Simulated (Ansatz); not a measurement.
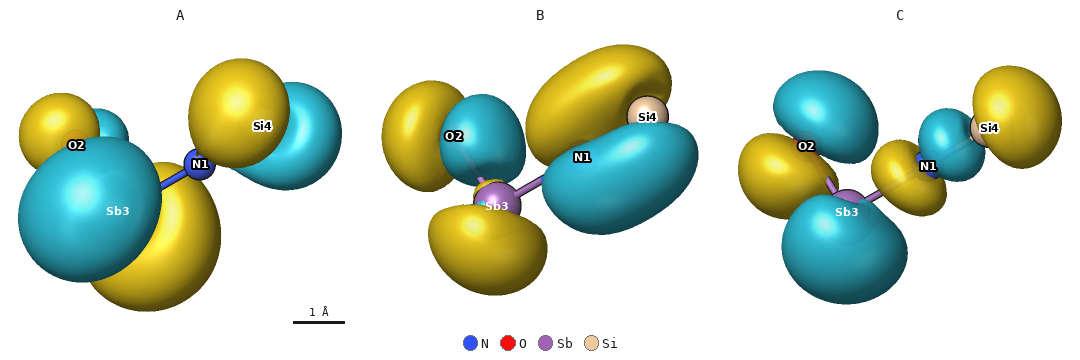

Figure. NOSbSi. Three frontier orbitals at ±0.08 Å⁻³ᐟ² (yellow and cyan are the two phases), in no order.

Geometry: B3LYP-D3(BJ)/def2-SVP; core potentials replace the inner electrons of Sb.

Computed with isolated molecule in a Gaussian basis; Kohn-Sham density functional theory, functional PBE0 in Ansatz.

```yaml
atoms:
  - { symbol: N, position_ang: [2.7051, -1.6508, 0.1775] }
  - { symbol: O, position_ang: [2.3182, 0.3599, -2.0978] }
  - { symbol: Sb, position_ang: [1.3218, -0.5763, -0.8647] }
  - { symbol: Si, position_ang: [3.8113, -2.4688, 0.9674] }
```

> Which picture is the HOMO−1, the HOMO and the LUMO?

B is the HOMO−1 (−7.92 eV). It lies mainly on N1 (about 35 %), O2 (about 30 %), Si4 (about 20 %) and Sb3 (about 15 %); it is symmetric in the molecular plane (an in-plane orbital: σ, lone-pair or in-plane π type). C is the HOMO (−7.34 eV). By Hirshfeld shares it lies mainly on O2 (about 55 %), Sb3 (about 25 %), N1 (about 10 %) and Si4 (about 10 %); it is symmetric in the molecular plane (an in-plane orbital: σ, lone-pair or in-plane π type). A is the LUMO (−3.23 eV). By Hirshfeld shares it lies mainly on Sb3 (about 60 %), O2 (about 20 %) and Si4 (about 20 %); it changes sign across the molecular plane (π type); π-antibonding (a node) across O2–Sb3.

> What is the HOMO–LUMO gap?

4.11 eV between the orbital energies.
